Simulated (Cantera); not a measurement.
A closed system holds: 1 mol Nb2O5, 1800 mol H2, 0.16 mol H2O, held at 101000 Pa.

Equilibrium computed with Cantera from the NASA thermochemical tables; the gas is ideal and each condensed phase is pure. Candidate condensed phases: H2O, Nb, NbO, NbO2, Nb2O5; 12 gas species. Mutual solubility and eutectic melting of coexisting phases are not modelled. NbO: taken at fixed stoichiometry. Condensed phases not in the tables: the oxides between NbO2 and Nb2O5. The numbers say what is thermodynamically allowed, not how fast it happens.

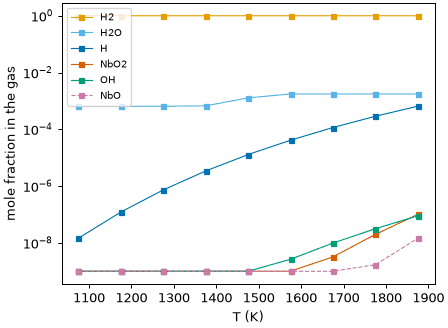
Figure. Equilibrium gas composition (values under 1e-9 drawn at 1e-9)

Task: Read off the mole fractions at 1775 K.

Result: H2 about 1.00, H2O about 0.0018, H about 0.00029, OH about 3.1e-8, NbO2 about 2.0e-8.
